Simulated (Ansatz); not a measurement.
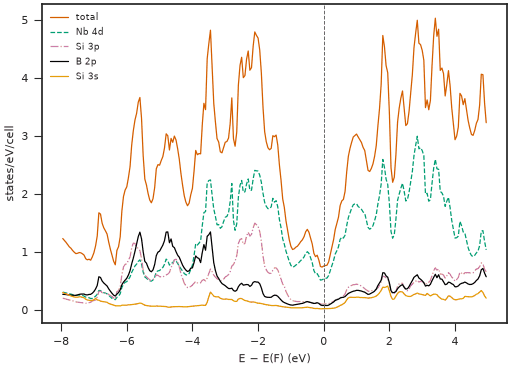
Total and projected density of states of NbSiB in space group Cmcm (No. 63; Si on 4c, B on 4c, Nb on 4c), PBE (plane waves, PAW; program Ansatz)

Question: Which orbitals carry the states next to the Fermi level?

Answer: Within 0.5 eV of the Fermi level: Nb 4d 70 %, Si 3p 12 %, B 2p 11 %. Projections are on Löwdin-orthogonalised atomic valence shells; empty p or d shells of many metals are not among them.

Question: Where is the tallest occupied peak in this window, and what makes it?

Answer: Near -3.4 eV, about 4.8 states/eV per cell; the largest projected share is Nb 4d.

The start of the workflow was typed in or built on a structure type; neither database checked (COD, Materials Project) lists it. Its standing as an ambient phase is unchecked. Symmetry was held in the PBE relaxation; whether a distortion lowers the energy is not shown. No spin polarisation was allowed. Spin–orbit coupling is left out wherever it is not named.

Potentials: the later of the program's two PAW sets.
